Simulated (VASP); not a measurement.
Band structure of Ta2Si (space group I4/mcm). Computed with r2SCAN meta-GGA, VASP's PBE PAW potentials (set 64) (plane waves; VASP 6.6.1).

Unless said otherwise, spin-orbit coupling is left out, though it shifts the bands of the heavy elements here.

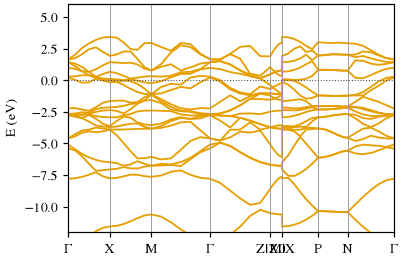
Bands along high-symmetry lines, zero at the valence-band maximum or, without a gap, the Fermi level

Read the plot: is there a gap, and where are the band edges?

It has no gap at this level: it comes out as a metal or semimetal.

The structure comes from a computed database's Ta2Si entry (I4/mcm); how it stands against other phases isn't given here. It was relaxed first.
